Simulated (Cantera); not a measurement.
Charge: 1 mol Ta(OEt)₅, 0.71 mol CH₄, 25 mol H₂, held at 0.00133 bar.

Cantera equilibrium calculation (NASA polynomials, part measured and part estimated; ideal gas, pure solids and liquids). Candidate condensed phases: C, C₆H₆, C₇H₈, C₈H₁₈, H₂O, Ta, TaC, Ta₂O₅; 113 gas species. The feed counts by its element totals alone. TaC: taken at fixed stoichiometry. Condensed phases not in the tables: Ta₂C. The numbers say what is thermodynamically allowed, not how fast it happens.

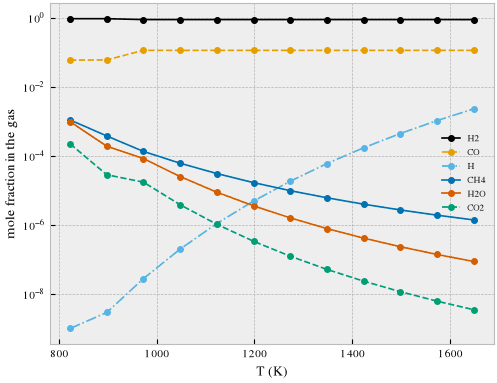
Equilibrium gas composition (values under 1e-9 drawn at 1e-9)

### Question
Read off the mole fractions at 1273 K.

### Answer
H₂ about 0.89, CO about 0.11, H about 1.8e-5, CH₄ about 9.8e-6, H₂O about 1.6e-6, CO₂ about 1.2e-7.
